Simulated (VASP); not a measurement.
Band structure of Li (space group R-3m). Level of theory: LDA (Ceperley-Alder, Perdew-Zunger), VASP's LDA PAW potentials (set 64) (plane waves; VASP).

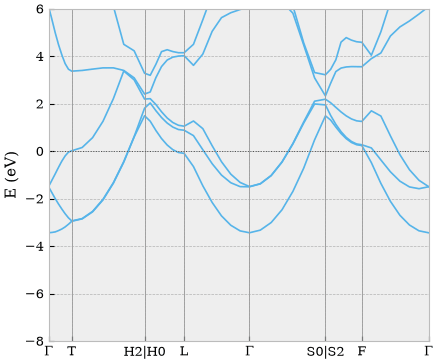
Figure. Bands along high-symmetry lines, zero at the valence-band maximum or, without a gap, the Fermi level

**Question.** Read the plot: is there a gap, and where are the band edges?

**Answer.** It has no gap at this level: it comes out as a metal or semimetal.

The structure comes from a computed database's Li entry (R-3m); how it stands against other phases isn't given here. The cell was not relaxed at this level.
